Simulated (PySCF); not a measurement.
CH₂F₂O₂S, SMILES `FCF.O=S=O`.

PySCF calculation, TPSS/aug-cc-pVDZ, gas phase; geometry: GFN2-xTB. GFN2-xTB bond lengths at metals and heavier atoms can be off by up to 0.1 Å and shapes distorted, which carries into these values.

Cartesian coordinates (Å):

```
F1      -2.8943   -0.1781    0.0264
C2      -1.6371    0.0751    0.4160
F3      -0.9476    0.4976   -0.6775
H4      -1.6420    0.8866    1.1542
H5      -1.1705   -0.8505    0.7772
O6       1.6877    1.0281    0.5800
S7       1.5681   -0.0760   -0.3278
O8       1.0775   -1.2963    0.2547
```

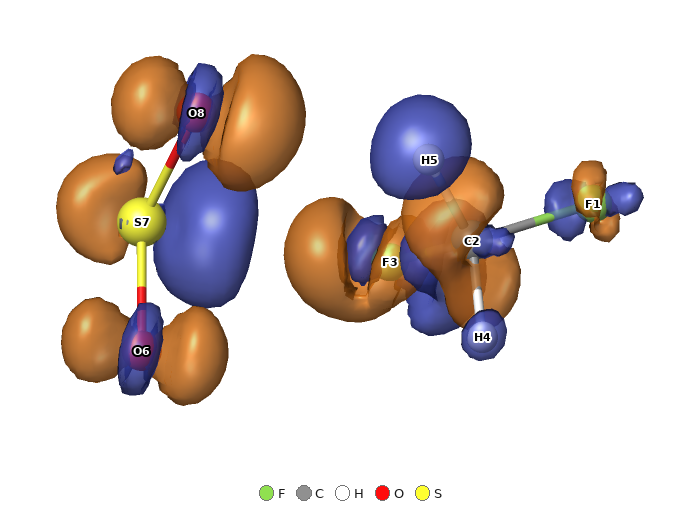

Density of the complex less the densities of the two fragments at the same geometry, ±0.006 e/Å³ (orange: gain, blue: loss). Fragment A: H2CF2 (atoms 1–5); fragment B: SO2.

> How is the density rearranged on binding?

Hirshfeld charges show 0.024 e passing from A to B. By Hirshfeld charges, electrons gather most on O8 (−0.023 e) and leave H5 most (+0.011 e); 0.10 e is displaced in all, which induces a dipole of 0.46 D.

> What is the interaction energy, and which contacts carry it?

The counterpoise-corrected interaction energy of the frozen fragments is +1.2 kcal/mol without dispersion correction and −0.7 kcal/mol with D3(BJ). The pair geometry is semi-empirical, not a minimum at this level. Contacts: F3···S7, 2.60 Å, ρ = 0.023 a.u.; H5···O8, weak C–H hydrogen bond, 2.35 Å, ρ = 0.013 a.u. The pose is a local one from a semi-empirical search, not shown to be the most stable.

Cost of the run: 100 s on 1 thread of Intel(R) Xeon(R) Platinum 8259CL CPU @ 2.50GHz (Skylake/Cascade Lake) (shared host), peak memory 0.64 GiB.
